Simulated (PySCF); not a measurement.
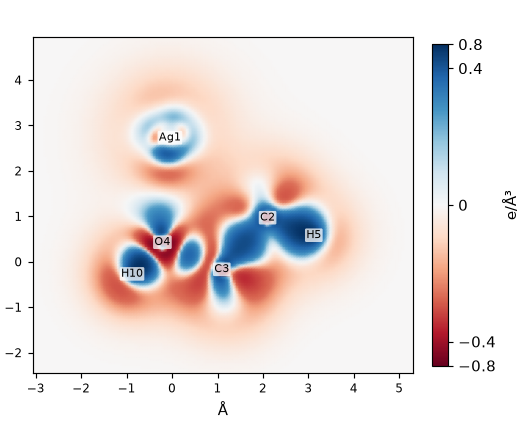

C2H6AgO, charge +1, SMILES `[Ag+].CCO`. Deformation density (molecule less spherical, spin-averaged free atoms) in the plane of Ag1, C2, C3, O4, H5 and H10; colour scale in e/Å³, logarithmic beyond ±0.1; blue: gain, red: loss.

Method: B3LYP/def2-SVPD; geometry: GFN2-xTB; program: PySCF. Core potentials replace the inner electrons of Ag; spin–orbit coupling isn't included. The pair's geometry is semi-empirical, so its contact may be too short or too long. GFN2-xTB bond lengths at metals and heavier atoms can be off by up to 0.1 Å and shapes distorted, which carries into these values.

> Describe the bonding that the map shows.

C2–H5: +0.70 e/Å³ at the bond critical point (bond length 1.09 Å). C2–C3: +0.49 e/Å³ at the bond critical point (bond length 1.52 Å). C3–O4: 0.00 e/Å³ at the bond critical point (bond length 1.44 Å); up to 0.6 Å beside the axis the gain reaches +0.29 e/Å³. Ag1–O4: −0.02 e/Å³ at the bond critical point (bond length 2.31 Å). In all, 1.9 electrons gather in the regions of gain relative to the promolecule of neutral atoms (the regions of loss give up this much and the cation's charge besides). A small or negative value marks a very polar bond, one between electron-rich atoms, whose free-atom densities already overlap strongly, a long bond to a heavier atom, or a closed-shell contact such as a hydrogen bond.

> Where do the Hirshfeld charges lie?

The highest Hirshfeld charge is on Ag1 (+0.70 e), the lowest on O4 (−0.17 e).
